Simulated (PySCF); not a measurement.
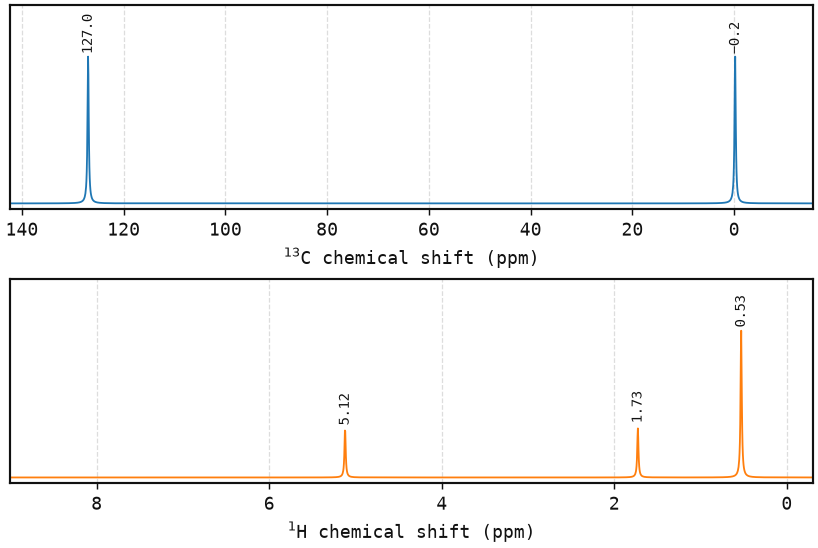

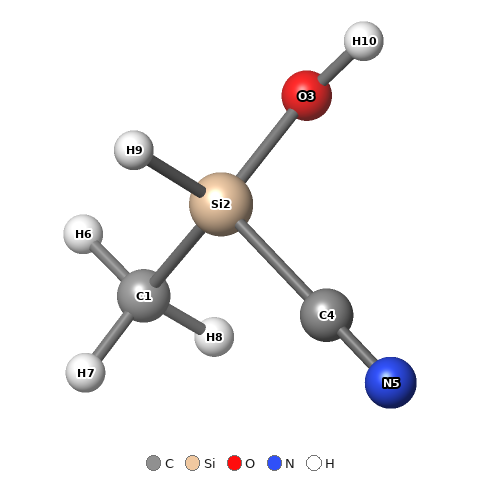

Spectrum and numbered structure of C₂H₅NOSi, SMILES C[Si@H](O)C#N. GIAO shifts, PBE0/pcSseg-1 in PySCF, at a GFN2-xTB geometry (no frequency check), against TMS for ¹³C and TMS for ¹H computed at the same level. Gas phase, fully decoupled, line heights follow the number of nuclei, widths are arbitrary (no quadrupolar broadening); values of one conformer, averaged over methyl-type rotors and exact or near symmetry. Protons on N, O or S are those of the isolated molecule, without hydrogen bonds to neighbours or exchange.

> Assign the ¹³C signals to the numbered atoms.

```
δ (ppm)  nuclei  atoms
  127.0       1     C4
   −0.2       1     C1
```

> Which ¹H nuclei are the least shielded, and which the most?

Least shielded: H9 at 5.12 ppm. Most shielded: H6, H7 and H8 at 0.53 ppm.

Caveats: the tight-binding geometry is rougher than a DFT one and adds to the error.
